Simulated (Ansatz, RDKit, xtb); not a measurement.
# Isomers of C4H6BFO, a sample narrowed down

A sample of isomers of C4H6BFO is drawn. Aim: find which of them has the lowest free energy at 298.15 K, then its properties. The sample is small against all isomers, and the most stable one of this formula need not be in it.

Plan: many cheap relaxations first (GFN2-xTB), then density-functional screening, relaxation at PBE0-D3(BJ)/def2-SVP, vibrations (at GFN2-xTB) and a final energy. The numbers are computed, not measured.

### 1 Drawing up candidates

Isomers were taken from a list of plausible structures; this is a sample, not all of them. That gives 4 candidates.

```csv
label,SMILES,spin
c105,OB(F)[C@]12C[C@H]1C2,singlet
c119,BC(=C)O/C=C/F,singlet
c870,FC1=COCBC1,singlet
c921,COBC#CCF,singlet
```

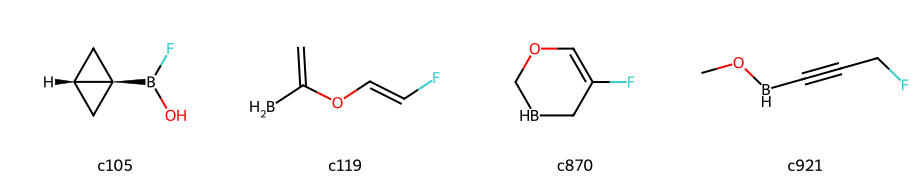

Structural formulas of the candidates.

Candidates are built by distance geometry, with a force field where one applies, in up to four conformers (letters a to d).

Q: Predict the outcome of this search (final energies at CCSD(T)/def2-SVP + MP2/def2-TZVPP - MP2/def2-SVP).

| quantity | value |
| --- | --- |
| lowest structure found | OB(F)[C@]12C[C@H]1C2, singlet |
| next finalist | COBC#CCF, singlet, 51.3 kcal/mol higher in G |
| share at equilibrium, among the finalists | 100.0 % |

The search ends on `OB(F)[C@]12C[C@H]1C2`. The margin of 51.3 kcal/mol over the next finalist is beyond the usual error of the last level; it says nothing of structures that weren't ranked. GFN2-xTB, HF/STO-3G, r2SCAN-D4/def2-SVP, PBE0-D3(BJ)/def2-SVP, HF/def2-SVP and MP2/def2-SVP already put its bonding pattern lowest among the structures in one piece. The search is not exhaustive (a finite list of starts, one conformer a finalist), so a lower isomer can't be ruled out. Only 4 drawn patterns were tried, so whole families of isomers are missing, and the result ranks this sample alone. The lowest isomer need not be the one that is made and kept in a bottle, which depends on barriers.
